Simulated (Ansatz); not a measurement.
# How fast states decay through KNa2YF6, part 2 of 2

A new crystal, KNa2YF6: structure, gap and complex bands. It is built by putting K for Tl, Na for Rb in the Rb2YTlF6 structure of space group Fm-3m, with the volume rescaled by atomic radii. The parent structure comes from the Materials Project.

Ansatz 0.2.0; PBE DFT, plane waves, PAW files (the session's first sound run).

So far, gap on path (eV): step 3 (band edges) 4.77.

The structure was built from a prototype and need not be the compound's stable phase.

## 4. Decaying states in the gap

This step: PBE DFT, plane waves, PAW files; complex bands by layer matching along the plane's normal (Ansatz 0.2.0).

The same crystal is laid in a cell whose first two vectors span the (111) plane (indices of the standard conventional cell, whose axes can be ordered otherwise than in the bulk input). At fixed energy and wavevector in the plane the solver finds all kz, real and complex. A few wavevectors are listed, (0, 0) and (0.5, 0) in units of the plane's reciprocal vectors; the slowest state needn't be among them.

input.yaml reads:

```yaml
crystal:
  lattice:
    - [6.593164994, 0.0, 0.0]
    - [3.296582497, 5.709848376, 0.0]
    - [3.296582497, 1.903282792, 5.383296675]
  atoms:
    - { symbol: Na, position: [0.25, 0.25, 0.25] }
    - { symbol: Na, position: [0.75, 0.75, 0.75] }
    - { symbol: "Y", position: [0.0, 0.0, 0.0] }
    - { symbol: K, position: [0.5, 0.5, 0.5] }
    - { symbol: F, position: [0.7679960395, 0.7679960395, 0.2320039605] }
    - { symbol: F, position: [0.7679960395, 0.2320039605, 0.2320039605] }
    - { symbol: F, position: [0.2320039605, 0.2320039605, 0.7679960395] }
    - { symbol: F, position: [0.2320039605, 0.7679960395, 0.2320039605] }
    - { symbol: F, position: [0.7679960395, 0.2320039605, 0.7679960395] }
    - { symbol: F, position: [0.2320039605, 0.7679960395, 0.7679960395] }
kpoints:
  mp_grid: { grid: [4, 4, 4] }
scf:
  occupations: { method: fixed }
hamiltonian:
  xc: pbe
output:
  eigenvalues: true
  transmission:
    leads: [[0, 0]]
    kpoints: [[0.0, 0.0], [0.5, 0.0]]
    e_range: [-1.0, 5.77]
    de: 0.17
```

The run is started by

```console
ansatz run input.yaml --threads 2 --pin off --max-ram 4096MiB --backend cpu --events-out ev --progress --plain --runs-dir out
```

Numbers of over 12 decimals in the logs are rounded to 6 here.

Log:

```text
[...]
Crystal: 10 atoms, lattice volume = 202.659 Å³
Basis set: ecut = 420 eV, 3839 PW (Γ)
Bands: 50, of which v1, the nominal top of the filled ones, is band 40 counted from 1 (39 counted from 0)
Symmetry: 48 space group operations
[...]
k-points: 8 of 64
[...]
SCF iter   1: F=—  HF=-13223.577194 eV  |F-HF|=—  |Δ(HF+E_count)|=         —  Δρ=6.08e-4  dr2=6.45e-4  ethr=1.77e-3  ⟨swp⟩=4.1  Hψ=1429  notcnv=0  defer=61
[...]
SCF iter   6: F=-13223.577827 eV  HF=-13223.577827 eV  |F-HF|=8.73e-9  |Δ(HF+E_count)|=   2.53e-7  Δρ=1.67e-6  dr2=4.98e-9  ethr=1.25e-10  ⟨swp⟩=9.8  Hψ=1352  notcnv=0
SCF 1 converged in 6 iterations: F = -13223.577827 eV  dr2 = 4.98e-9
[...]
transmission: 9 of 18 steps passed
transmission: 18 of 18 steps passed
SCF converged after 6 iterations
Free energy (F): -13223.577827 eV
[...]
Internal energy: -13223.577827 eV  (E = F + TS)
E sigma→0 (E₀):  -13223.577827 eV
Fermi energy:    -0.421344 eV
[...]
--- Band table (eV; the first three rows and the last of 8) ---
  k-point 0: bands = [... 36 lower, -0.4950, -0.4213, -0.4213, -0.4213, 4.3451, 7.2385, 8.2998, 8.2998, ... 6 higher]
  k-point 1: bands = [... 36 lower, -0.6072, -0.4773, -0.4773, -0.4593, 4.8112, 6.9616, 8.3244, 8.3244, ... 6 higher]
  k-point 2: bands = [... 36 lower, -0.6935, -0.5519, -0.5519, -0.5103, 5.8754, 5.9829, 8.2403, 8.3462, ... 6 higher]
  k-point 7: bands = [... 36 lower, -0.5500, -0.5500, -0.5172, -0.5172, 6.4029, 6.4029, 7.5751, 7.6968, ... 6 higher]
--- Transmission ---
  basis      : 337 plane waves across, 9 finite elements along
  points     : 2, as listed
  energies   : 40 from -1.000000 to 5.630000 eV about the Fermi level, 0.170000 eV apart; the leads are filled to 2.383246 eV, and channels, transmission and decay are at 2.400000 eV
  crystal 0  : Na2F6Y1K1, at the sites [0, 0], period 5.3833 Å: whole cells are its period
    offset         : up to 0.0000 Å between an atom of the period and one for which it stands
    channels       : 0.000000e0 a spin
    conductance    : none, the energies end too early or step too widely for 300 K: set another output.transmission.e_range or a lower de, or, where they end at an eighth of basis.ecutwfc, a higher one
    slowest decay  : 0.5180 /Å at (0.0000, 0.0000)
```

Run time: 34 s. Hardware: 2 threads of AMD EPYC 9R45, shared host; peak memory 1.2 GiB; 55 s of CPU time.

Numbers from this step:

```yaml
level_to_which_the_leads_are_filled: 2.383 eV from the Fermi level
decay_constant_at_the_filling_level_zone_centre: 0.5180 Å⁻¹
decay_constant_at_the_filling_level_slowest_listed_point: 0.518 Å⁻¹
```

K parallel (0, 0); values up to 1.5 1/Å, a degenerate pair printed once or twice; energies at which all values exceed this have no row. Im kz of the slowest decaying states against energy, zero at the highest filled level on the SCF mesh:

| energy (eV) | decay 1 (Å⁻¹) | decay 2 (Å⁻¹) | decay 3 (Å⁻¹) | decay 4 (Å⁻¹) |
| --- | --- | --- | --- | --- |
| -1.000 | 0.183 | 0.210 | 0.252 | 0.688 |
| -0.490 | 0.167 | 0.212 | 0.304 | 0.492 |
| 0.020 | 0.174 | 0.188 | 0.204 | 0.228 |
| 0.530 | 0.415 | 0.528 | 0.667 | 0.696 |
| 1.040 | 0.496 | 0.657 | 0.792 | 0.801 |
| 1.550 | 0.527 | 0.739 | 0.872 | 0.884 |
| 2.060 | 0.529 | 0.798 | 0.944 | 0.947 |
| 2.570 | 0.509 | 0.840 | 0.964 | 0.992 |
| 3.080 | 0.471 | 0.872 | 0.939 | 1.01 |
| 3.420 | 0.434 | 0.889 | 0.918 | 1.02 |
| 3.930 | 0.357 | 0.886 | 0.908 | 1.00 |
| 4.440 | 0.231 | 0.852 | 0.921 | 0.980 |
| 4.950 | 0.815 | 0.927 | 0.953 | 1.09 |
| 5.460 | 0.773 | 0.924 | 0.928 | 1.11 |

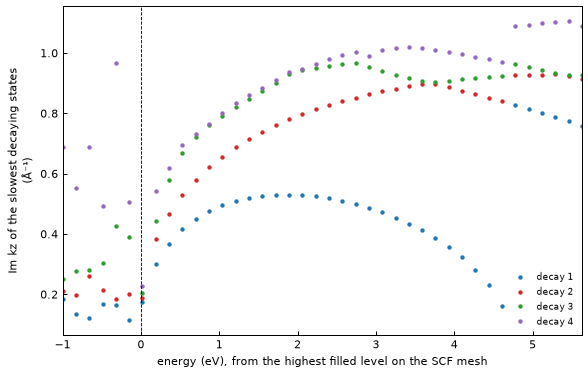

Im kz of the slowest decaying states against energy.

K parallel (0.5, 0); values up to 1.5 1/Å, a degenerate pair printed once or twice; energies at which all values exceed this have no row. Im kz of the slowest decaying states against energy, zero at the highest filled level on the SCF mesh:

| energy (eV) | decay 1 (Å⁻¹) | decay 2 (Å⁻¹) | decay 3 (Å⁻¹) | decay 4 (Å⁻¹) |
| --- | --- | --- | --- | --- |
| -1.000 | 0.159 | 0.173 | 0.226 | 0.518 |
| -0.490 | 0.112 | 0.136 | 0.165 | 0.174 |
| 0.020 | 0.206 | 0.223 | 0.260 | 0.307 |
| 0.530 | 0.466 | 0.555 | 0.569 | 0.622 |
| 1.040 | 0.586 | 0.688 | 0.699 | 0.711 |
| 1.550 | 0.668 | 0.774 | 0.776 | 0.785 |
| 2.060 | 0.733 | 0.840 | 0.846 | 0.850 |
| 2.570 | 0.790 | 0.851 | 0.888 | 0.893 |
| 3.080 | 0.820 | 0.845 | 0.925 | 0.935 |
| 3.420 | 0.784 | 0.874 | 0.946 | 0.966 |
| 3.930 | 0.714 | 0.896 | 0.971 | 1.01 |
| 4.440 | 0.634 | 0.897 | 0.998 | 1.03 |
| 4.950 | 0.543 | 0.882 | 1.00 | 1.04 |
| 5.460 | 0.427 | 0.849 | 0.977 | 1.04 |

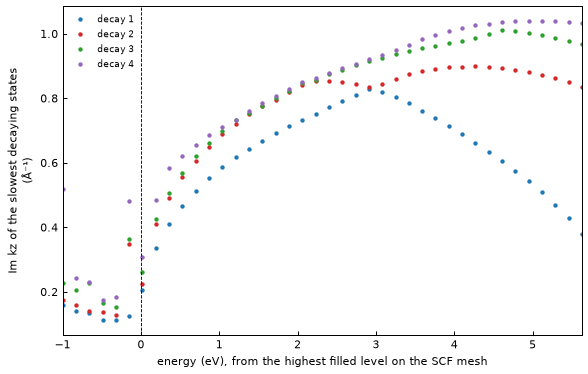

Im kz of the slowest decaying states against energy.

At the listed wavevectors the last open channel is at -0.15 eV and the next at +4.78 eV on the grid. At +2.40 eV, the grid energy nearest the filling level (the middle of the gap on the SCF mesh), the slowest state at the listed wavevectors decays with κ = 0.518 Å⁻¹, its amplitude falling by e over 1.9 Å. Through 1 nm of this crystal that state's transmission falls by exp(−2 × 0.518 Å⁻¹ × 10 Å) = 3.2e-5.

## 5. The same cell, other settings

This step: PBE DFT, plane waves, PAW files; complex bands by layer matching along the plane's normal; changed: scf.lower_state_search = "light", scf.mixing.preconditioner = "resta", accuracy = "high" (Ansatz 0.2.0).

This run repeats an earlier one, its twin (the complex run, plane (111)), with three settings changed (scf.lower_state_search, scf.mixing.preconditioner, accuracy; files written aside). It is meant to test how the run responds and whether the numerical route changes the result or only the time.

Edit input.yaml of step 4 so:

```diff
@@ -20,2 +20,4 @@
   occupations: { method: fixed }
+  lower_state_search: light
+  mixing: { preconditioner: resta }
 hamiltonian:
@@ -29 +31,2 @@
     de: 0.17
+accuracy: high
```

Log:

```text
[...]
Crystal: 10 atoms, lattice volume = 202.659 Å³
Basis set: ecut = 420 eV, 3839 PW (Γ)
Bands: 50, of which v1, the nominal top of the filled ones, is band 40 counted from 1 (39 counted from 0)
Symmetry: 48 space group operations
[...]
k-points: 8 of 64
[...]
SCF iter   1: F=—  HF=-13223.577362 eV  |F-HF|=—  |Δ(HF+E_count)|=         —  Δρ=6.07e-4  dr2=6.42e-4  ethr=1.77e-3  ⟨swp⟩=4.1  Hψ=1429  notcnv=0  defer=61
[...]
SCF iter   6: F=-13223.577995 eV  HF=-13223.577995 eV  |F-HF|=8.79e-9  |Δ(HF+E_count)|=   2.54e-7  Δρ=1.67e-6  dr2=5.00e-9  ethr=1.25e-10  ⟨swp⟩=9.6  Hψ=1351  notcnv=0
SCF 1 converged in 6 iterations: F = -13223.577995 eV  dr2 = 5.00e-9
[...]
transmission: 9 of 18 steps passed
transmission: 18 of 18 steps passed
SCF converged after 6 iterations
Free energy (F): -13223.577995 eV
[...]
Internal energy: -13223.577995 eV  (E = F + TS)
E sigma→0 (E₀):  -13223.577995 eV
Fermi energy:    -0.421375 eV
[...]
--- Band table (eV; the first three rows and the last of 8) ---
  k-point 0: bands = [... 36 lower, -0.4950, -0.4214, -0.4214, -0.4214, 4.3450, 7.2384, 8.2998, 8.2998, ... 6 higher]
  k-point 1: bands = [... 36 lower, -0.6072, -0.4774, -0.4774, -0.4593, 4.8111, 6.9615, 8.3245, 8.3245, ... 6 higher]
  k-point 2: bands = [... 36 lower, -0.6935, -0.5519, -0.5519, -0.5103, 5.8753, 5.9828, 8.2403, 8.3462, ... 6 higher]
  k-point 7: bands = [... 36 lower, -0.5501, -0.5501, -0.5173, -0.5173, 6.4028, 6.4028, 7.5750, 7.6967, ... 6 higher]
--- Transmission ---
  basis      : 337 plane waves across, 9 finite elements along
  points     : 2, as listed
[...]
crystal 0  : Na2F6Y1K1, at the sites [0, 0], period 5.3833 Å: whole cells are its period
[...]
channels       : 0.000000e0 a spin
[...]
slowest decay  : 0.5180 /Å at (0.0000, 0.0000)
```

Wall time 35 s (2 threads); peak memory 1.2 GiB.

This step gave:

```
free energy  : -13223.5780 eV
Fermi energy : -0.4214 eV
```

K parallel (0, 0); values up to 1.5 1/Å, a degenerate pair printed once or twice; energies at which all values exceed this have no row. The Im kz of the slowest decaying states by energy, zero at the highest filled level on the SCF mesh:

| energy (eV) | decay 1 (Å⁻¹) | decay 2 (Å⁻¹) | decay 3 (Å⁻¹) | decay 4 (Å⁻¹) |
| --- | --- | --- | --- | --- |
| -1.000 | 0.183 | 0.210 | 0.252 | 0.688 |
| -0.490 | 0.167 | 0.212 | 0.304 | 0.492 |
| 0.020 | 0.174 | 0.188 | 0.204 | 0.228 |
| 0.530 | 0.415 | 0.528 | 0.667 | 0.696 |
| 1.040 | 0.496 | 0.657 | 0.792 | 0.801 |
| 1.550 | 0.527 | 0.739 | 0.872 | 0.885 |
| 2.060 | 0.529 | 0.798 | 0.944 | 0.947 |
| 2.570 | 0.509 | 0.840 | 0.964 | 0.992 |
| 3.080 | 0.471 | 0.872 | 0.939 | 1.01 |
| 3.420 | 0.434 | 0.889 | 0.918 | 1.02 |
| 3.930 | 0.357 | 0.886 | 0.908 | 1.00 |
| 4.440 | 0.231 | 0.852 | 0.921 | 0.980 |
| 4.950 | 0.815 | 0.927 | 0.953 | 1.09 |
| 5.460 | 0.773 | 0.924 | 0.928 | 1.11 |

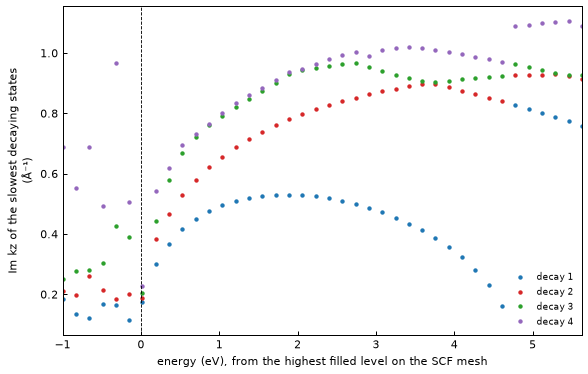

Im kz of the slowest decaying states against energy.

K parallel (0.5, 0); values up to 1.5 1/Å, a degenerate pair printed once or twice; energies at which all values exceed this have no row. The Im kz of the slowest decaying states by energy, zero at the highest filled level on the SCF mesh:

| energy (eV) | decay 1 (Å⁻¹) | decay 2 (Å⁻¹) | decay 3 (Å⁻¹) | decay 4 (Å⁻¹) |
| --- | --- | --- | --- | --- |
| -1.00 | 0.159 | 0.173 | 0.226 | 0.518 |
| 0.02 | 0.206 | 0.223 | 0.260 | 0.307 |
| 1.04 | 0.586 | 0.688 | 0.699 | 0.711 |
| 2.06 | 0.733 | 0.840 | 0.846 | 0.850 |
| 3.08 | 0.820 | 0.845 | 0.926 | 0.935 |
| 3.93 | 0.714 | 0.896 | 0.971 | 1.01 |
| 4.95 | 0.543 | 0.882 | 1.00 | 1.04 |

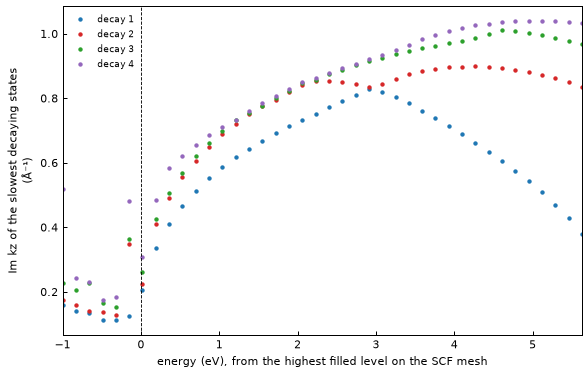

Im kz of the slowest decaying states, plotted against energy.

The least decay constant is 0.518 Å⁻¹ against 0.518 Å⁻¹ in the twin: no change within 1 %.

## 6. Outcome

```json
{
 "band gap": "4.77 eV",
 "least decay constant at mid-gap, normal to (111)": "0.518 Å⁻¹"
}
```

What this shows: With PBE, the slowest decay at the wavevectors tried is κ = 0.518 Å⁻¹, normal to (111). Through such a film the transmission near mid-gap falls as exp(−2κd), a factor of ten every 2.2 Å. A free electron under a barrier of half the gap would need a mass of 0.43 mₑ to decay at this rate. The compound is made up by substitution; its stability against other phases and against distortions of the cell's symmetry was not tested. A semilocal functional narrows gaps, so real decay constants are likely larger.

[Logs are printed without paths, hosts, clocks, repeated set-up lines and the standing remarks that a program may print on its own settings, such as how far it seeks lower states.]

[Hosts, paths, dates, database ids (printed as entryN), source tags and the programs' standing remarks are cut or masked in the printed files.]

[New means built here by substitution; the compound itself may be known and measured.]
